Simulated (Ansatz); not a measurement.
**What NaVSe3 (model cell, started as cubic perovskite with V in the octahedra) distorts into**

Aim: this structure of NaVSe3 (model cell, started as cubic perovskite with V in the octahedra) is to be tested for unstable modes, and one is followed downhill.

Program: Ansatz 0.2.0. Level of theory: DFT PBE, scalar-relativistic, plane waves, PAW; PAW set soft_1. Results are calculated unless marked as measured.

The structure was built from a prototype and need not be the compound's stable phase.

## 1. The structure

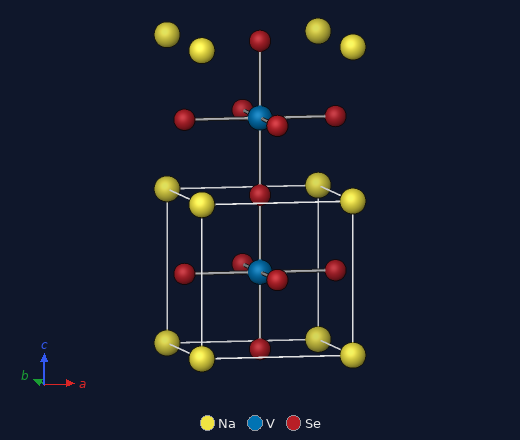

The starting structure, seen slightly off an axis (sodium yellow, vanadium blue, selenium red). 1×1×2 cells are drawn. Some periodic images of atoms are drawn too.

## 2. Response at finite wavevector

The cell comes from relaxations at this level that are not shown. Stability and thermal properties need the whole zone. Linear response on a 2×2×2 q mesh gives force constants as far as a supercell of that size would.

The input, input.yaml:

```yaml
crystal:
  lattice:
    - [4.8932201373, 0.0, 0.0]
    - [0.0, 4.8932201373, 0.0]
    - [0.0, 0.0, 4.8932201373]
  atoms:
    - { symbol: Na, position: [0.0, 0.0, 0.0] }
    - { symbol: V, position: [0.5, 0.5, 0.5] }
    - { symbol: Se, position: [0.5, 0.5, 0.0] }
    - { symbol: Se, position: [0.5, 0.0, 0.5] }
    - { symbol: Se, position: [0.0, 0.5, 0.5] }
kpoints:
  mp_grid: { grid: [8, 8, 8] }
hamiltonian:
  xc: pbe
  pseudopotentials: { kind: paw, azcp: { folder: soft_1 } }
scf:
  occupations: { method: methfessel_paxton, width: 0.2 }
output:
  eigenvalues: true
phonons:
  method: dfpt
  qmesh: [2, 2, 2]
  temperatures: { t_max: 1000, t_step: 50 }
  qpath:
    path:
      - [[0.0, 0.0, 0.0], [0.0, 0.5, 0.0], [0.5, 0.5, 0.0], [0.0, 0.0, 0.0], [0.5, 0.5, 0.5], [0.0, 0.5, 0.0]]
      - [[0.5, 0.5, 0.5], [0.5, 0.5, 0.0]]
    npoints: 10
```

Command:

```console
ansatz run input.yaml --threads 4 --pin off --max-ram 16384MiB --backend cpu --events-out ev --progress --plain --runs-dir out
```

Numbers of over 12 decimals in the logs are rounded to 6 here.

The program printed:

```text
Engine: ansatz 0.2.0, aarch64-unknown-linux-gnu
Pseudopotentials: kind: paw
Pseudopotential: Na, paw, valence charge 9, recommended cutoff 420 eV (normal), soft_1/Na.paw.azcp
Pseudopotential: V, paw, valence charge 13, recommended cutoff 420 eV (normal), soft_1/V.paw.azcp
Pseudopotential: Se, paw, valence charge 16, recommended cutoff 420 eV (normal), soft_1/Se.paw.azcp
Functional definition: PBE
  parameter kappa = 0.804
  parameter beta = 0.066725
  exchange = pbe_x(kappa = kappa, mu = beta*pi^2/3)
  correlation = pbe_c(beta = beta)
Crystal: 5 atoms, lattice volume = 117.161 Å³
Basis set: ecut = 420 eV, 2301 PW (Γ), exchange–correlation on 72×72×72 points (8 copies of the dense FFT grid, shifted against one another)
Bands: 42, of which v1, the nominal top of the filled ones, is band 35 counted from 1 (34 counted from 0)
Symmetry: 48 space group operations
k-points: 35 of 512
Non-local potential: Na, projectors of the file, l = 0: 3, l = 1: 2, l = 2: 1
Non-local potential: V, projectors of the file, l = 0: 3, l = 1: 2, l = 2: 3, l = 3: 1
Non-local potential: Se, projectors of the file, l = 0: 2, l = 1: 2, l = 2: 3, l = 3: 1
PAW form: soft (Blöchl's): semilocal exchange-correlation on the pseudo side does not see the compensation charge
PAW one-centre angular grid: Na, 110 points (default); XC on 64 Gauss nodes
PAW one-centre angular grid: V, 590 points (default); XC on 64 Gauss nodes
PAW one-centre angular grid: Se, 590 points (default); XC on 64 Gauss nodes
Initial density: superposition of atomic densities (chi_scale 0.1, normalization cell, long waves kept (reshape's long-wave potential 0.00 eV rms))
Initial wavefunctions: pseudopotential atomic-orbital guess
Functional: x = pbe(κ = 0.804, μ = 0.219515), c = pbe(β = 0.066725)
SCF iter   1: F=—  HF=-20814.864335 eV  |F-HF|=—  |Δ(HF+E_count)|=         —  Δρ=2.52e-1  dr2=1.22e2  ethr=3.10e-3  ⟨swp⟩=5.6  Hψ=5065  notcnv=0
preconditioner: auto → LDOS  [metal: Δε(μ)=0.051 eV  Ē_g=7.100 eV  σ=0.200 eV  W_gap=0.21  n_scr=26 (ndim 8)  ℏωp=16.8 eV  f_vac=0.015  D(μ)=7.84/eV (n_scr^D=80)  β→1.0]
SCF iter   2: F=—  HF=-20809.353087 eV  |F-HF|=—  |Δ(HF+E_count)|=    5.51e0  S|Δr|=    0.00e0  Δρ=7.89e-2  dr2=1.17e1  ethr=3.10e-3  ⟨swp⟩=3.8  Hψ=3394  notcnv=0  defer=11
SCF iter   3: F=—  HF=-20808.874646 eV  |F-HF|=—  |Δ(HF+E_count)|=   4.78e-1  S|Δr|=    0.00e0  Δρ=3.47e-2  dr2=5.71e-1  ethr=3.10e-3  ⟨swp⟩=3.1  Hψ=3160  notcnv=0  defer=9
SCF iter   4: F=—  HF=-20808.465443 eV  |F-HF|=—  |Δ(HF+E_count)|=   4.09e-1  S|Δr|=    0.00e0  Δρ=4.24e-3  dr2=2.44e-2  ethr=8.16e-4  ⟨swp⟩=2.6  Hψ=3104  notcnv=0
SCF iter   5: F=—  HF=-20808.468216 eV  |F-HF|=—  |Δ(HF+E_count)|=   2.77e-3  S|Δr|=    0.00e0  Δρ=1.55e-3  dr2=2.75e-3  ethr=3.49e-5  ⟨swp⟩=2.0  Hψ=1980  notcnv=0
SCF iter   6: F=—  HF=-20808.468287 eV  |F-HF|=—  |Δ(HF+E_count)|=   7.06e-5  S|Δr|=    0.00e0  Δρ=3.56e-4  dr2=1.65e-4  ethr=3.93e-6  ⟨swp⟩=2.1  Hψ=2250  notcnv=0
SCF iter   7: F=—  HF=-20808.468323 eV  |F-HF|=—  |Δ(HF+E_count)|=   3.59e-5  S|Δr|=    0.00e0  Δρ=1.53e-4  dr2=3.24e-5  ethr=2.36e-7  ⟨swp⟩=2.3  Hψ=2643  notcnv=0
SCF iter   8: F=—  HF=-20808.468328 eV  |F-HF|=—  |Δ(HF+E_count)|=   5.32e-6  S|Δr|=    0.00e0  Δρ=2.14e-5  dr2=3.10e-7  ethr=4.63e-8  ⟨swp⟩=1.6  Hψ=1710  notcnv=0
SCF iter   9: F=—  HF=-20808.468330 eV  |F-HF|=—  |Δ(HF+E_count)|=   1.59e-6  S|Δr|=    0.00e0  Δρ=5.56e-6  dr2=3.13e-8  ethr=4.43e-10  ⟨swp⟩=2.0  Hψ=2743  notcnv=0
SCF iter  10: F=—  HF=-20808.468330 eV  |F-HF|=—  |Δ(HF+E_count)|=   2.06e-8  S|Δr|=    0.00e0  Δρ=1.29e-6  dr2=2.62e-9  ethr=4.47e-11  ⟨swp⟩=2.0  Hψ=1759  notcnv=0
SCF iter  11: F=-20808.468330 eV  HF=-20808.468330 eV  |F-HF|=0.00e0  |Δ(HF+E_count)|=  4.69e-10  S|Δr|=    0.00e0  Δρ=6.58e-8  dr2=8.92e-12  ethr=1.00e-12  ⟨swp⟩=4.9  Hψ=6788  notcnv=0
the search or the solves at the SCF's close seem to have found levels that the self-consistency loop had missed (the run counts 1). By its estimate they hold under 1e-12 electrons; where the run keeps them, the occupations were computed again with them
SCF 1 converged in 11 iterations: F = -20808.468330 eV  dr2 = 8.92e-12
  greatest PAW one-centre occupation: 1.000 electrons in one spin orbital (limit 2), on the Se atom at site 2 (counted from 0), in its partial waves of l = 2
Initial density: read from a saved state, or passed on in memory by an earlier SCF of this step, an earlier step, the calling program or the single point that the run made first
iter 1 solved again at ethr=2.43e-7 eV; its pass at ethr=3.10e-3 eV (dr2=1.70e-4 eV) is discarded
SCF iter   1: F=—  HF=-20808.468330 eV  |F-HF|=—  |Δ(HF+E_count)|=         —  Δρ=5.24e-7  dr2=2.29e-10  ethr=2.43e-7  ⟨swp⟩=3.0  Hψ=8395  notcnv=0
eigensolver tolerance schedule: the retry pair's looser diagonalisation over-reported the residual by 740783.21 of it (diagonalisation noise at an unbounded share of the residual, at the tolerance the schedule requests for it); recorded, not acted on — ethr = c·dr2/N_el stays at c = 1.0e-1
preconditioner: auto → LDOS  [metal: Δε(μ)=0.071 eV  Ē_g=7.438 eV  σ=0.200 eV  W_gap=0.30  n_scr=26 (ndim 8)  ℏωp=16.8 eV  f_vac=0.118  D(μ)=3.39/eV (n_scr^D=26)  β→1.0]
SCF iter   2: F=—  HF=-20808.468330 eV  |F-HF|=—  |Δ(HF+E_count)|=   1.15e-7  S|Δr|=    0.00e0  Δρ=7.12e-7  dr2=5.36e-10  ethr=1.00e-12  ⟨swp⟩=3.9  Hψ=4372  notcnv=0
SCF iter   3: F=—  HF=-20808.468330 eV  |F-HF|=—  |Δ(HF+E_count)|=  1.42e-10  S|Δr|=    0.00e0  Δρ=2.86e-7  dr2=6.17e-11  ethr=1.00e-12  ⟨swp⟩=2.5  Hψ=2642  notcnv=0
SCF iter   4: F=—  HF=-20808.468330 eV  |F-HF|=—  |Δ(HF+E_count)|=  7.28e-12  S|Δr|=    0.00e0  Δρ=2.05e-7  dr2=3.37e-11  ethr=1.00e-12  ⟨swp⟩=1.0  Hψ=1470  notcnv=0
SCF iter   5: F=—  HF=-20808.468330 eV  |F-HF|=—  |Δ(HF+E_count)|=  7.28e-12  S|Δr|=    0.00e0  Δρ=1.53e-7  dr2=1.90e-11  ethr=1.00e-12  ⟨swp⟩=1.0  Hψ=1470  notcnv=0
SCF iter   6: F=-20808.468330 eV  HF=-20808.468330 eV  |F-HF|=0.00e0  |Δ(HF+E_count)|=  3.64e-12  S|Δr|=    0.00e0  Δρ=1.62e-8  dr2=2.90e-13  ethr=1.00e-12  ⟨swp⟩=2.0  Hψ=4156  notcnv=0
SCF 2 converged in 6 iterations: F = -20808.468330 eV  dr2 = 2.90e-13
phonons: the bands overlap, so this run is a metal and interpolates without the dipole-dipole term. If the crystal is really an insulator or semiconductor, its LO-TO splitting is missing
NSCF: frozen V_eff on 35 k-points
WARN: eigensolver did not converge (k=5): 1 band(s) unlocked after 20 sweeps at ethr=1.09e-12 eV (storage-precision floor; scheduled 1.00e-12 eV) (lowest unlocked band 41, counted from 0; max residual 3.06e-5 eV among the unlocked bands, 3.06e-5 eV over every band; other slots of this pass that fall short are told together in one closing line; warning suppressed until the next SCF loop or pass starts)
WARN: eigensolver did not converge in 5 slots of this pass, the one above among them; of largest residual over every band (k=9): 1 band(s) unlocked (lowest unlocked band 41, counted from 0; max residual 3.07e-3 eV among the unlocked bands, 3.07e-3 eV over every band); of lowest unlocked band (k=5): band 41
NSCF: frozen V_eff on 125 k-points
DFPT response loops at q = (0, 0, 0) (fractional): preconditioner auto → Kerker (q_TF=auto, 2.504 Å⁻¹) (partly filled bands, converged f_vac=0.118); β = 1.00, the filter's whole step (`scf.mixing.beta` (0.50) is not read by the response loops under this deck's `scf.mixing.preconditioner`; to damp them name `kerker` or `kerker_dos`, under which they read `scf.mixing.beta`, and type it under 1.00, their step now; both keys bind the ground state too); Broyden in place of MSR1
NSCF: frozen V_eff on 250 k-points
DFPT response loops at q = (0, 0, -0.5) (fractional): mixed as the last ones told, above
NSCF: frozen V_eff on 250 k-points
DFPT response loops at q = (0, -0.5, -0.5) (fractional): mixed as the last ones told, above
NSCF: frozen V_eff on 250 k-points
DFPT response loops at q = (-0.5, -0.5, -0.5) (fractional): mixed as the last ones told, above
SCF converged after 11 iterations
Stability not checked: this state was not tested for a lower state beside it, because cold or Methfessel-Paxton smearing, or corrected tetrahedra, fill the levels in a way that the test cannot read (fill_not_monotonic; see scf.lower_state_search)
Free energy (F): -20808.468330 eV
Harris-Foulkes:  -20808.468330 eV  (|F-HF|=0.00e0)
Internal energy: -20808.476472 eV  (E = F + TS)
E sigma→0 (E₀):  -20808.470365 eV
Entropy (-TS):   0.008142 eV (1.628 meV/atom)
Fermi energy:    7.350190 eV
--- Per-component energies (eV) ---
  E_band       = -1653.597229
  E_kinetic    = 740.245468
  E_local      = -11388.431623  (includes V_loc(G=0)·N_el)
  E_nonlocal   = -704.248963
  E_hartree    = 5518.967988
  E_xc         = -406.914974
  E_vxc        = -463.628822  (∫ρ·V_xc dr)
  E_paw        = -7808.839094  (= ΣΔE_a)
  E_vpaw       = -875.469159  (= ΣTr[D̂ρ^β])
  E_aug_tail   = 0.000081  (compensation charges beyond the density's cutoff)
  E_ewald      = -6759.255354
  E_smearing   = 0.008142  (= −TS)
  E_closure    = 0.000000  (closes the sum)
  Σ components = -20808.468330   (vs F -20808.468330, Δ=0.00e0)
--- Band table (eV; the first three rows and the last of 35) ---
  k-point 0: bands = [... 31 lower, 6.2427, 6.4745, 6.4745, 6.4745, 7.0754, 7.0754, 7.0754, 7.5632, ... 3 higher]
  k-point 1: bands = [... 31 lower, 6.1419, 6.3657, 6.4783, 6.6949, 6.6949, 7.3090, 7.3090, 7.5671, ... 3 higher]
  k-point 2: bands = [... 31 lower, 5.4726, 5.9198, 6.4875, 6.7701, 6.7701, 7.5740, 7.7415, 7.7415, ... 3 higher]
  k-point 34: bands = [... 31 lower, 3.5383, 7.8302, 7.8302, 7.8302, 8.0036, 8.0036, 8.0036, 9.4839, ... 3 higher]
--- Phonons (Γ-DFPT): 4 representative perturbations + reference (Σ response iterations 12) ---
  ASR residual: 5.461e-5 → 0.000e0 eV/Å²; symmetrization residual: 8.115e-6 eV/Å²
  ASR residual per site (eV/Å²): 2.63e-5 5.46e-5 5.90e-6 5.90e-6 5.90e-6
  Γ frequencies (cm⁻¹): -132.75 -132.75 -132.75 0.00 0.00 0.00 28.28 28.28 28.28 36.52 36.52 36.52 200.15 200.15 200.15
--- Phonons (arbitrary-q DFPT): 4 irreducible q on the 2×2×2 mesh ---
  q = [0.0000, 0.0000, 0.0000] (star 1, of the zone-centre solve; hermiticity 1.96e-6, symmetrization 1.64e-11): -132.75 -132.75 -132.75 -0.00 0.00 0.00 28.28 28.28 28.28 36.52 36.52 36.52 200.15 200.15 200.15
  q = [0.0000, 0.0000, -0.5000] (star 3, 9 solved perturbations in 975 linear systems a pass and spin channel, the states on 125 of 512 k-point pairs; hermiticity 6.53e-7, symmetrization 1.32e-11): -122.59 -122.59 4.34 4.34 37.18 37.18 46.65 50.24 52.27 84.75 84.75 124.93 190.22 190.22 206.31
  q = [0.0000, -0.5000, -0.5000] (star 3, 9 solved perturbations in 975 linear systems a pass and spin channel, the states on 125 of 512 k-point pairs; hermiticity 8.74e-7, symmetrization 3.52e-11): -114.06 -48.67 -46.34 -46.34 36.92 50.50 50.50 65.85 83.22 83.22 125.87 125.87 127.66 178.75 230.17
  q = [-0.5000, -0.5000, -0.5000] (star 1, 4 solved perturbations in 350 linear systems a pass and spin channel, the states on 125 of 512 k-point pairs; hermiticity 2.51e-7, symmetrization 4.59e-11): -91.22 -91.22 -49.22 -49.22 -49.22 40.80 40.80 40.80 87.91 87.91 87.91 126.83 126.83 126.83 251.65
  sum rule: each row above includes the acoustic sum rule's correction from the zone centre's row sums; it moved no ω² by more than (0.56 cm⁻¹)²
  mesh force constants: q→R imaginary residual 3.42e-18; ASR residual 5.461e-5 → 0.000e0 eV/Å²; symmetrization residual 1.243e-14 eV/Å²
  interpolated dispersion: 62 rows × 15 modes
  density of states and harmonic sums: on the 14×14×14 q-mesh, interpolated from the force constants of a 2×2×2 supercell (no non-analytic term)
  largest difference from the sums on the solved wave vectors: F 2.92e-1 eV, S 3.70e-4 and C_V 7.78e-5 eV/K
  zero-point energy: 0.064250 eV/cell   skipped modes (ω ≤ 0): 535, of them read as no rigid motion or as one in doubt: 532 (4.528e0 modes/cell left out, lowest -132.75 cm⁻¹)   left out of the sums: 3.02e-1 of the cell's modes: C_V's classical limit lies that fraction below 3 k_B per atom; for a crystal, a wire or a layer, F and S can be off by more, and a phonons.interpolated_qmesh denser along its periods is the remedy for the sampling
```

Elapsed: 8.6 min, on 4 threads of Arm Neoverse V1, shared host; peak memory 1.8 GiB; 34 min of CPU time.

This run has no spin polarisation, although V can carry a moment.

Numbers from this step:

| Quantity | Value |
| --- | --- |
| volume per atom | 23.43 Å³ |
| gap on the k-mesh | 0 eV |
| sum-rule residual before enforcement | 5.46e-5 eV/Å² |
| lowest frequency on the path | -132.8 cm⁻¹ |
| point group | m-3m |
| highest frequency on the path or at a solved wavevector | 251.7 cm⁻¹ |
| highest optical mode at the zone centre (no LO-TO term) | 200.2 cm⁻¹ |
| lowest optical zone-centre mode | -132.8 cm⁻¹ |
| lowest mode on the q mesh (acoustic modes at Γ apart) | -132.8 cm⁻¹ |

Frequencies (cm⁻¹) solved at each irreducible wavevector; negative means imaginary. Frequencies by wavevector, by row:

| q in reciprocal lattice units | star | mode 1 | mode 2 | mode 3 | mode 4 | mode 13 | mode 14 | mode 15 |
| --- | --- | --- | --- | --- | --- | --- | --- | --- |
| 0 0 0 | 1 | -132.8 | -132.8 | -132.8 | 0 | 200.2 | 200.2 | 200.2 |
| 0 0 -0.5 | 3 | -122.6 | -122.6 | 4.3 | 4.3 | 190.2 | 190.2 | 206.3 |
| 0 -0.5 -0.5 | 3 | -114.1 | -48.7 | -46.3 | -46.3 | 127.7 | 178.8 | 230.2 |
| -0.5 -0.5 -0.5 | 1 | -91.2 | -91.2 | -49.2 | -49.2 | 126.8 | 126.8 | 251.7 |

Interpolated from a 2×2×2 q mesh. The phonon branches at the labelled points (cm⁻¹):

| point | branch 1 | branch 2 | branch 3 | branch 4 | branch 12 | branch 13 | branch 14 | branch 15 |
| --- | --- | --- | --- | --- | --- | --- | --- | --- |
| Γ | -133 | -133 | -133 | 0 | 36 | 200 | 200 | 200 |
| X | -123 | -123 | 4 | 4 | 125 | 190 | 190 | 206 |
| M | -114 | -49 | -46 | -46 | 126 | 128 | 179 | 230 |
| Γ | -133 | -133 | -133 | 0 | 36 | 200 | 200 | 200 |
| R | -91 | -91 | -49 | -49 | 127 | 127 | 127 | 252 |
| X | -123 | -123 | 4 | 4 | 125 | 190 | 190 | 206 |
| jump to R | -91 | -91 | -49 | -49 | 127 | 127 | 127 | 252 |
| M | -114 | -49 | -46 | -46 | 126 | 128 | 179 | 230 |

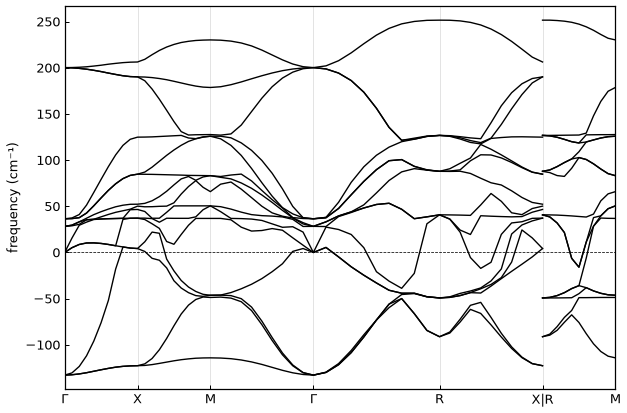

Phonon branches along the path.

Symmetry leaves 4 wavevectors to solve. The lowest mode among them, the acoustic zeros apart, lies at Γ and is imaginary, 132.8i cm⁻¹, so the energy falls along it.

## 3. The mode frozen in, largest atomic shift 0 Å

The mode followed lies at Γ with frequency 132.8i cm⁻¹ and is 3-fold degenerate, the softest among the wavevectors solved. At small amplitude the distorted cell has space group no. 160 by a symmetry search on the positions. The undistorted cell that holds it gives the zero of energy on the same k mesh.

input.yaml, the sections that differ from step 2:

```yaml
output:
  forces: true
  stress: true
  eigenvalues: true
# crystal, kpoints, hamiltonian, scf: as in step 2
# phonons: removed
```

The program printed:

```text
[...]
Crystal: 5 atoms, lattice volume = 117.161 Å³
Basis set: ecut = 420 eV, 2301 PW (Γ), exchange–correlation on 72×72×72 points (8 copies of the dense FFT grid, shifted against one another)
Bands: 42, of which v1, the nominal top of the filled ones, is band 35 counted from 1 (34 counted from 0)
Symmetry: 48 space group operations
[...]
k-points: 35 of 512
[...]
k-point 0: bands = [... 31 lower, 6.2427, 6.4745, 6.4745, 6.4745, 7.0754, 7.0754, 7.0754, 7.5633, ... 3 higher]
  k-point 1: bands = [... 31 lower, 6.1419, 6.3658, 6.4783, 6.6949, 6.6949, 7.3090, 7.3090, 7.5672, ... 3 higher]
  k-point 2: bands = [... 31 lower, 5.4726, 5.9199, 6.4876, 6.7701, 6.7701, 7.5741, 7.7415, 7.7415, ... 3 higher]
  k-point 34: bands = [... 31 lower, 3.5384, 7.8302, 7.8302, 7.8302, 8.0037, 8.0037, 8.0037, 9.4839, ... 3 higher]
[key lines of the parts left out:]
SCF converged after 9 iterations
Free energy (F): -20808.468330 eV
Fermi energy:    7.350207 eV
P = ⅓ Tr σ = -0.0047 GPa (-0.047 kbar)
```

Elapsed: 3.6 s, on 4 threads; peak memory 0.51 GiB; 14 s of CPU time.

Numbers from this step:

```
pressure                         : -0.004715 GPa
energy from the undistorted cell : 0 meV/atom
```

The run ends at a pressure of 0.00 GPa.

## 4. The mode frozen in, largest atomic shift 0.45 Å

The atoms are moved along the unstable eigenvector, the largest shift by 0.45 Å, with the cell fixed.

input.yaml, the sections that differ from step 3:

```yaml
crystal:
  lattice:
    - [4.8932201373, 0.0, 0.0]
    - [0.0, 4.8932201373, 0.0]
    - [0.0, 0.0, 4.8932201373]
  atoms:
    - { symbol: Na, position: [0.0007384228, -0.0007384228, -0.0007384228] }
    - { symbol: V, position: [0.4469045713, 0.5530954287, 0.5530954287] }
    - { symbol: Se, position: [0.5183051626, 0.4816948374, 0.0025752412] }
    - { symbol: Se, position: [0.5183051626, 0.0025752412, 0.4816948374] }
    - { symbol: Se, position: [-0.0025752412, 0.4816948374, 0.4816948374] }
# kpoints, hamiltonian, scf, output: as in step 3
```

The program printed:

```text
[...]
Crystal: 5 atoms, lattice volume = 117.161 Å³
Basis set: ecut = 420 eV, 2301 PW (Γ), exchange–correlation on 72×72×72 points (8 copies of the dense FFT grid, shifted against one another)
Bands: 42, of which v1, the nominal top of the filled ones, is band 35 counted from 1 (34 counted from 0)
Symmetry: 6 space group operations
[...]
k-points: 65 of 512 (time reversal used)
[...]
k-point 0: bands = [... 31 lower, 5.6370, 5.8111, 5.8111, 6.2746, 7.9942, 7.9942, 8.4217, 8.8787, ... 3 higher]
  k-point 1: bands = [... 31 lower, 5.5222, 5.7140, 5.9221, 6.2587, 7.6978, 8.0758, 8.3464, 8.8744, ... 3 higher]
  k-point 2: bands = [... 31 lower, 5.4393, 5.5046, 5.7419, 6.2301, 7.5211, 8.2649, 8.3697, 8.8496, ... 3 higher]
  k-point 64: bands = [... 31 lower, 4.0778, 7.4902, 7.7518, 7.7518, 7.8335, 7.9358, 7.9358, 9.6859, ... 3 higher]
[key lines of the parts left out:]
SCF converged after 13 iterations
Free energy (F): -20808.681323 eV
Fermi energy:    7.504607 eV
P = ⅓ Tr σ = 2.3909 GPa (23.909 kbar)
```

Elapsed: 14 s, on 4 threads; peak memory 0.54 GiB.

This step gave:

```
pressure                         : 2.391 GPa
energy from the undistorted cell : -42.89 meV/atom
```

The energy, extrapolated to zero smearing, is -42.89 meV/atom against the undistorted cell.

The run ends at a pressure of 2.39 GPa, with forces up to 0.40 eV/Å.

(Part 1 of 3 ends here.)

[Logs are printed without paths, hosts, clocks, repeated set-up lines and the standing remarks that a program may print on its own settings, such as how far it seeks lower states.]

[Hosts, paths, dates, database ids (printed as entryN), source tags and the programs' standing remarks are cut or masked in the printed files.]
